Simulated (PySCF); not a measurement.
## A study: C$_{4}$H$_{11}$As, SMILES `CC(C)(C)[AsH2]`

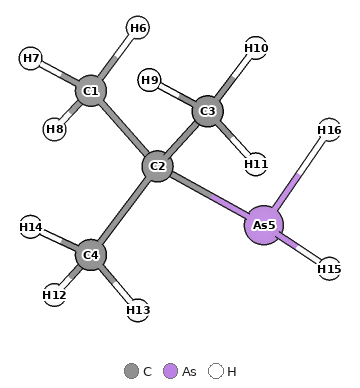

The molecule, with its atoms numbered as below. No frequency check shows the geometry to be a minimum.

Coordinates in Å:

```
C1       1.3243   -1.2373   -0.7369
C2       0.8271   -0.0001    0.0061
C3       1.3382   -0.0198    1.4411
C4       1.3242    1.2571   -0.7027
As5     -1.1910    0.0008   -0.0617
H6       0.9626   -2.1452   -0.2512
H7       2.4141   -1.2690   -0.7550
H8       0.9653   -1.2336   -1.7678
H9       2.4288   -0.0198    1.4609
H10      0.9881   -0.9112    1.9624
H11      0.9881    0.8571    1.9866
H12      0.9653    1.2817   -1.7333
H13      0.9625    2.1513   -0.1923
H14      2.4140    1.2894   -0.7199
H15     -1.3346    1.0417    1.0147
H16     -1.3345   -1.0692    0.9858
```

## 1. Bonding charge

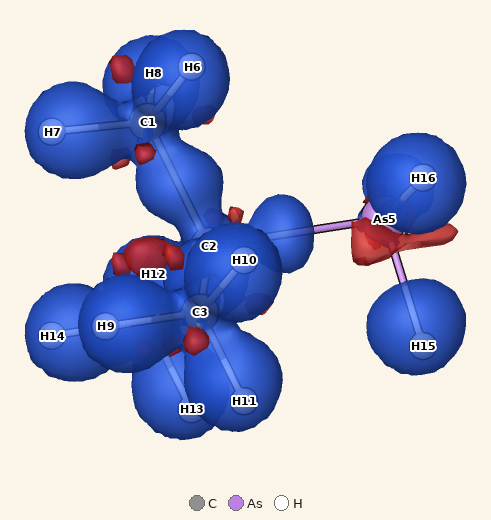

Deformation density (molecule less spherical, spin-averaged free atoms at the same positions), surfaces at ±0.1 e/Å³; blue: gain, red: loss.

Level of theory: BP86/def2-TZVP (PySCF), at a geometry from GFN2-xTB.

**Describe the bonding that the map shows.**

C3–H10 and C3–H11: +0.67 e/Å³ at the bond critical point (bond length 1.09 Å, Mayer order 1.0). C1–H8 and C4–H12: +0.67 e/Å³ at the bond critical point (bond length 1.09 Å, Mayer order 1.0). C1–H6 and C4–H13: +0.67 e/Å³ at the bond critical point (bond length 1.09 Å, Mayer order 1.0). C1–H7 and C4–H14: +0.67 e/Å³ at the bond critical point (bond length 1.09 Å, Mayer order 1.0). C3–H9: +0.66 e/Å³ at the bond critical point (bond length 1.09 Å, Mayer order 1.0). C2–C3: +0.46 e/Å³ at the bond critical point (bond length 1.52 Å, Mayer order 1.0). C1–C2 and C2–C4: +0.46 e/Å³ at the bond critical point (bond length 1.53 Å, Mayer order 1.0). As5–H15 and As5–H16: +0.25 e/Å³ at the bond critical point (bond length 1.50 Å, Mayer order 1.0). C2–As5: +0.20 e/Å³ at the bond critical point (bond length 2.02 Å, Mayer order 1.0). In all, 3.1 electrons gather in the regions of gain relative to the promolecule.

**Where do the Hirshfeld charges lie?**

The highest Hirshfeld charge is on As5 (+0.11 e), the lowest on C3 (−0.11 e).

## 2. Local ionisation energy

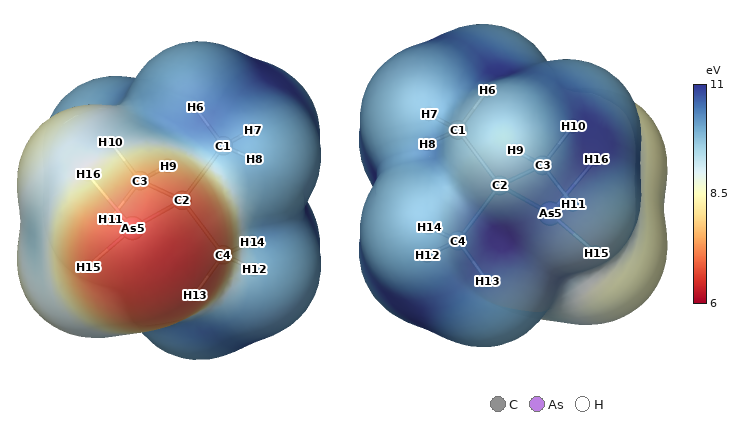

Average local ionisation energy on the surface of electron density 0.001 a.u. (back view left, front view right).

**Locate the minima of the map.**

The lowest value is 6.5 eV, 2.4 Å from As5. Further minima include 8.4 eV, 1.7 Å from H15; 9.5 eV, 1.4 Å from H9. For comparison, the highest occupied orbital lies at −6.1 eV.

## 3. Excited states

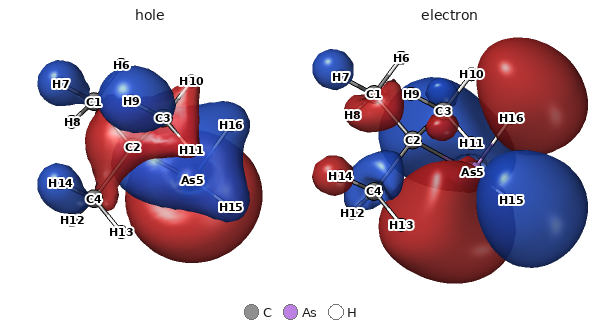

Leading natural transition orbital pair of S₂ (full linear response singlet states); the surfaces enclose about 85 % of each orbital's density.

PySCF calculation, B3LYP/def2-SVP, gas phase; geometry: GFN2-xTB. Without diffuse functions Rydberg states are missing, so the states' numbers hold for this basis only.

**Where does the state lie, and where do hole and electron sit?**

6.79 eV (183 nm), f = 0.023; the leading pair carries 99 %; hole on As5 (57 %), C2 (18 %) and C3 (6 %), electron on As5 (53 %) and H15 and H16 (15 % each); their centroids lie 0.5 Å apart. In canonical orbitals it is mainly HOMO → LUMO+1 (95 %). The HOMO–LUMO gap is 7.17 eV.

## 4. In an electric field

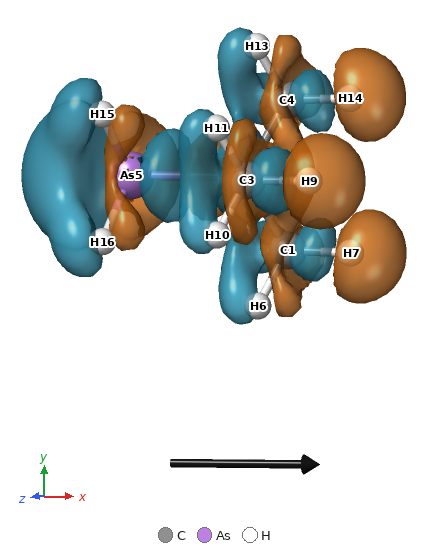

Change of the electron density in a uniform field of 0.51 V/Å along +x (arrow), surfaces at ±0.004 e/Å³ (light blue: gain, orange: loss).

Method: ωB97X/cc-pVDZ; geometry: GFN2-xTB; program: PySCF. A basis without diffuse functions makes polarisabilities too small.

The field was applied in both directions; the picture shows the one opposite to the script's first.

**What dipole is induced, and what polarisability does it imply?**

The induced dipole is 2.05 D (along the field); α along this axis, from the fields in both directions, is 81 bohr³ (12.0 Å³).

## 5. Removing or adding an electron

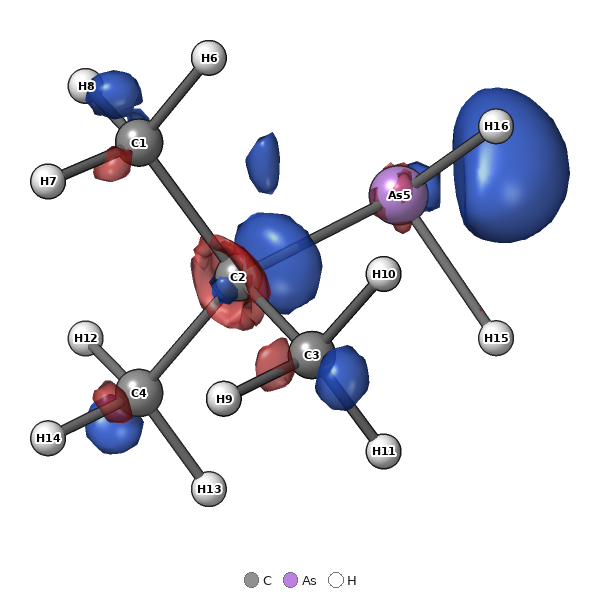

Fukui function f⁺ = ρ(N+1) − ρ(N) at fixed geometry, surfaces at ±0.03 e/Å³ (blue positive, red negative).

PySCF calculation, BLYP/cc-pVDZ, gas phase; geometry: GFN2-xTB.

**Which atoms respond most to the addition of an electron?**

f⁺ (Hirshfeld-condensed) is largest on As5 (0.25); the vertical electron affinity is −2.23 eV (the stability of the anion's solution wasn't checked; negative, but this basis has no diffuse functions, so it doesn't show that the anion is unbound). Condensed values hint at sites of nucleophilic attack but needn't mark the atom that reacts. Orbital relaxation makes it negative in places (0.14 e in all).

## 6. Localised orbitals

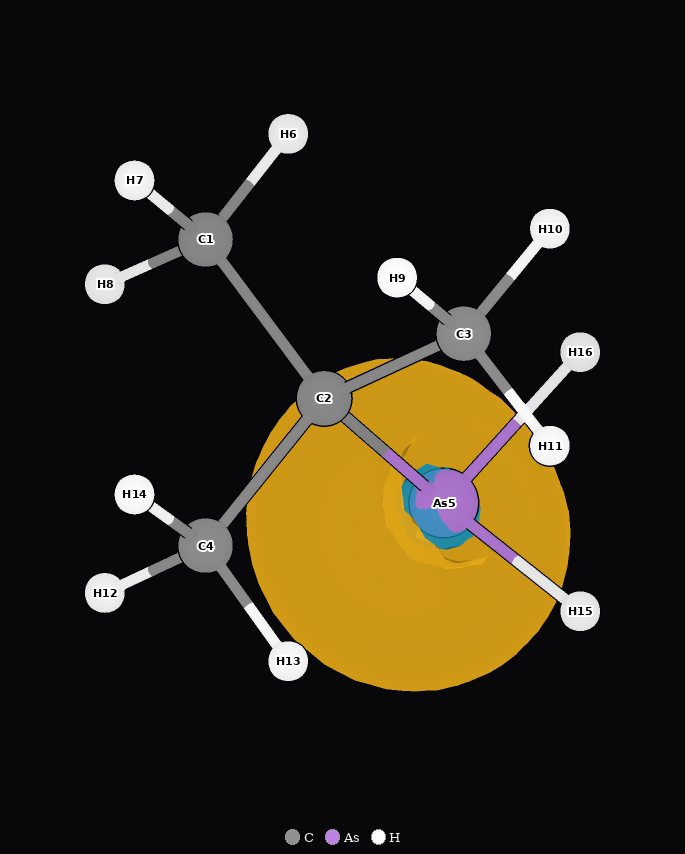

Pipek–Mezey orbitals, occupied; each surface holds about 70 % of the orbital's density. Energies are diagonal elements of the Fock matrix.

PySCF calculation, B3LYP/6-311G**, gas phase; geometry: GFN2-xTB.

**What does this orbital represent?**

Lone pair on As5 (sp0.6-type) (As5 100 %; −10.3 eV).
